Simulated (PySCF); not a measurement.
## Two runs on C$_{4}$H$_{8}$F$_{2}$

System: C$_{4}$H$_{8}$F$_{2}$ ((CH3)2CHCHF2), SMILES CC(C)C(F)F.
Method of run 1: GIAO HF/pcSseg-1 NMR shielding, non-relativistic, gas phase (PySCF 2.14.0).

The geometry comes from this level: PBE0-D3(BJ)/def2-SVP. Text and figures count atoms from 1; the logs count them from 0 in places.

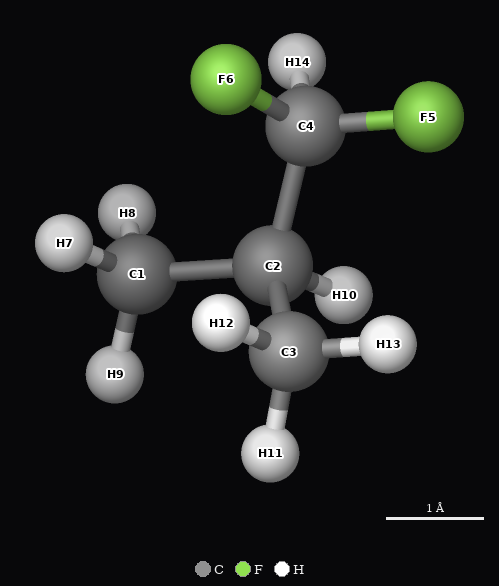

The structure as given in the input (ball-and-stick view, seen at a tilt; atoms are numbered from 1 in the order of the input). Bond lengths as drawn: C–C 1.51 to 1.52 Å, C–F 1.35 to 1.36 Å and C–H 1.10 to 1.11 Å.

### Input file, run 1
```
{"job": {"kind": "nmr", "xc": "HF", "basis": "pcSseg-1", "pop": false}, "charge": 0, "multiplicity": 1}
C     -0.088690     1.468278    -0.043682
C      0.245386     0.008025    -0.321095
C     -0.981646    -0.809146    -0.704822
C      0.951517    -0.604312     0.870638
F      1.313104    -1.881924     0.606310
F      0.131316    -0.631838     1.950586
H     -0.800909     1.551228     0.791379
H      0.808462     2.051126     0.217898
H     -0.545059     1.936731    -0.927433
H      0.979196    -0.039206    -1.145715
H     -1.457782    -0.391735    -1.604968
H     -1.722219    -0.799578     0.108879
H     -0.714045    -1.855686    -0.908773
H      1.861939    -0.045783     1.154053
```

The first line tells a small driver script what to run in PySCF; the rest is the geometry in Å.

Launched with:
```bash
OMP_NUM_THREADS=1 python <driver script> task.json out
```

Hardware: 1 CPU thread, shared host.

### Output (run 1)
```
final grid: 111016 points
cycle   1  E = -354.8376844141  dE =  9.638e-01  |g| = 7.524e-01  |ddm| = 2.918e+00
cycle   2  E = -354.9359699279  dE = -9.829e-02  |g| = 4.366e-01  |ddm| = 6.376e-01
cycle   3  E = -354.9660073709  dE = -3.004e-02  |g| = 6.574e-02  |ddm| = 2.455e-01
cycle   4  E = -354.9673247794  dE = -1.317e-03  |g| = 1.625e-02  |ddm| = 6.676e-02
cycle   5  E = -354.9674016964  dE = -7.692e-05  |g| = 3.395e-03  |ddm| = 1.927e-02
cycle   6  E = -354.9674071142  dE = -5.418e-06  |g| = 9.350e-04  |ddm| = 5.460e-03
cycle   7  E = -354.9674075253  dE = -4.111e-07  |g| = 2.408e-04  |ddm| = 1.639e-03
cycle   8  E = -354.9674075555  dE = -3.022e-08  |g| = 5.765e-05  |ddm| = 4.019e-04
cycle   9  E = -354.9674075569  dE = -1.433e-09  |g| = 1.822e-05  |ddm| = 9.095e-05
cycle  10  E = -354.9674075570  dE = -1.186e-10  |g| = 5.193e-06  |ddm| = 2.869e-05
converged SCF energy = -354.9674075570

GIAO shielding tensors (ppm)
atom      isotropic    diamagn.    paramagn.     s11        s22        s33       span
  0 C      173.870     245.878     -72.008    161.980    168.508    191.121     29.141
  1 C      160.679     245.877     -85.199    151.833    159.415    170.787     18.954
  2 C      177.632     245.131     -67.499    168.853    172.348    191.694     22.841
  3 C       83.622     238.340    -154.719     66.338     90.202     94.325     27.986
  4 F      351.456     473.680    -122.224    247.934    371.166    435.268    187.334
  5 F      368.093     474.906    -106.813    271.378    381.951    450.949    179.570
  6 H       30.613      29.889       0.724     26.333     29.243     36.263      9.930
  7 H       30.678      29.810       0.867     26.106     27.840     38.087     11.981
  8 H       30.639      29.838       0.802     25.961     28.259     37.698     11.737
  9 H       30.386      31.667      -1.280     26.684     28.302     36.173      9.489
 10 H       30.825      29.747       1.077     26.006     28.462     38.005     12.000
 11 H       30.585      29.773       0.812     26.401     28.949     36.406     10.004
 12 H       30.146      29.311       0.836     24.740     28.597     37.101     12.360
 13 H       26.494      28.795      -2.302     23.620     25.178     30.683      7.063
```

For run 2 the input was changed thus:
```diff
-"xc": "HF"
+"xc": "PBE"
```

Predict how the results change.

The total energies belong to different methods, so their difference says nothing on which is more stable or more accurate. The HOMO goes from −13.10 to −7.51 eV. The LUMO goes from 4.13 to 0.50 eV. The dipole moment goes from 2.42 to 1.93 D. Of all shieldings, the largest change is that of F5, by −58.3 ppm. The method changes from HF to PBE. Exact exchange removes part of the self-interaction error of semilocal functionals, which pushes filled and empty levels apart. The SCF takes 14 iterations against 10.

### Output (run 2)
```
coarse grid: 11480 points
cycle   1  E = -356.3161089025  dE =  4.302e-01  |g| = 7.657e-01  |ddm| = 3.070e+00
cycle   2  E = -356.1156979245  dE =  2.004e-01  |g| = 1.311e+00  |ddm| = 1.431e+00
cycle   3  E = -356.4279218038  dE = -3.122e-01  |g| = 1.030e-01  |ddm| = 9.116e-01
cycle   4  E = -356.4296417519  dE = -1.720e-03  |g| = 5.018e-02  |ddm| = 1.047e-01
cycle   5  E = -356.4301687576  dE = -5.270e-04  |g| = 8.030e-03  |ddm| = 4.326e-02
cycle   6  E = -356.4301810813  dE = -1.232e-05  |g| = 3.323e-03  |ddm| = 9.715e-03
cycle   7  E = -356.4301831708  dE = -2.090e-06  |g| = 5.925e-04  |ddm| = 2.874e-03
final grid: 111016 points
cycle   8  E = -356.4982319873  dE = -4.203e-05  |g| = 1.507e-02  |ddm| = 3.149e-02
cycle   9  E = -356.4981300431  dE =  1.019e-04  |g| = 2.724e-02  |ddm| = 3.052e-02
cycle  10  E = -356.4982818243  dE = -1.518e-04  |g| = 2.153e-03  |ddm| = 1.996e-02
cycle  11  E = -356.4982826288  dE = -8.045e-07  |g| = 4.625e-04  |ddm| = 1.937e-03
cycle  12  E = -356.4982826667  dE = -3.794e-08  |g| = 9.067e-05  |ddm| = 3.367e-04
cycle  13  E = -356.4982826683  dE = -1.617e-09  |g| = 2.655e-05  |ddm| = 8.643e-05
cycle  14  E = -356.4982826685  dE = -1.195e-10  |g| = 9.743e-06  |ddm| = 2.604e-05
converged SCF energy = -356.4982826685

GIAO shielding tensors (ppm)
atom      isotropic    diamagn.    paramagn.     s11        s22        s33       span
  0 C      161.532     247.456     -85.924    148.177    153.662    182.756     34.579
  1 C      142.876     248.748    -105.872    133.927    140.864    153.836     19.909
  2 C      166.842     246.632     -79.790    157.079    159.318    184.129     27.050
  3 C       53.633     241.102    -187.469     32.302     61.110     67.487     35.185
  4 F      293.158     472.973    -179.815    188.733    310.446    380.296    191.563
  5 F      315.796     474.537    -158.740    216.949    326.873    403.566    186.617
  6 H       30.293      30.165       0.128     26.666     29.040     35.172      8.505
  7 H       30.214      29.685       0.529     26.202     27.522     36.919     10.718
  8 H       30.263      29.722       0.541     26.176     28.206     36.408     10.232
  9 H       29.583      31.760      -2.177     26.226     28.063     34.460      8.234
 10 H       30.522      29.643       0.879     26.369     28.481     36.715     10.347
 11 H       30.248      30.010       0.238     26.483     28.889     35.372      8.890
 12 H       29.751      29.354       0.398     24.787     28.383     36.083     11.296
 13 H       25.302      28.914      -3.612     22.778     24.430     28.699      5.921
```

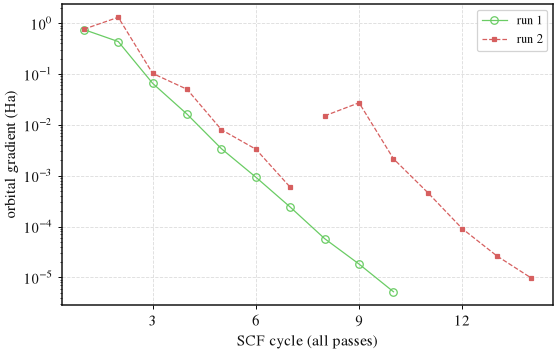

Convergence of the two runs: orbital gradient against the SCF cycle. A break in a curve parts two SCF passes (coarse and final grid). Run 1 takes 10 cycles in all, and run 2 takes 14.

### The two runs side by side

```csv
quantity,run 1,run 2
outcome,converged,converged
total energy (hartree),−354.967408,−356.498283
HOMO (eV),−13.10,−7.51
LUMO (eV),4.13,0.50
dipole moment (D),2.42,1.93
shielding of C1 (ppm),173.9,161.5
shielding of C2 (ppm),160.7,142.9
shielding of C3 (ppm),177.6,166.8
shielding of C4 (ppm),83.6,53.6
shielding of F5 (ppm),351.5,293.2
shielding of F6 (ppm),368.1,315.8
shielding of H14 (ppm),26.5,25.3
SCF iterations,10,14
basis functions,142,142
wall time (shared host),5 s,19 s
```
